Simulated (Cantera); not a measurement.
A closed system holds: 1 mol C2F6, 0.024 mol CH4, 0.11 mol H2, held at 9.75 Torr.

Method: chemical equilibrium by Gibbs-energy minimisation in Cantera with the NASA 1993 tables (ideal gas, pure condensed phases). Candidate condensed phases: C, C6H6, C7H8, C8H18; 95 gas species. The feed counts by its element totals alone. Gases not in the tables: C2F6 and larger saturated fluorocarbons. Kinetics and transport are ignored.

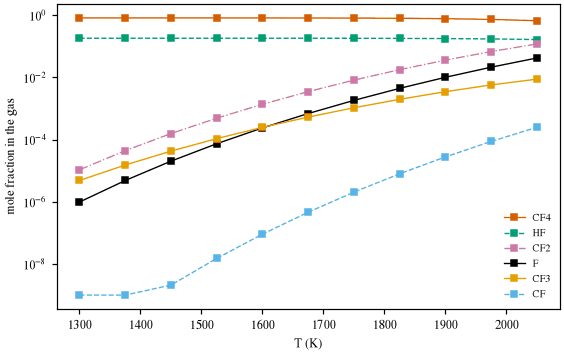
Figure: Equilibrium gas composition (values under 1e-9 drawn at 1e-9)

From 1300 K to 2050 K the condensed part is C(graphite). The main C-bearing gas is CF4 throughout.
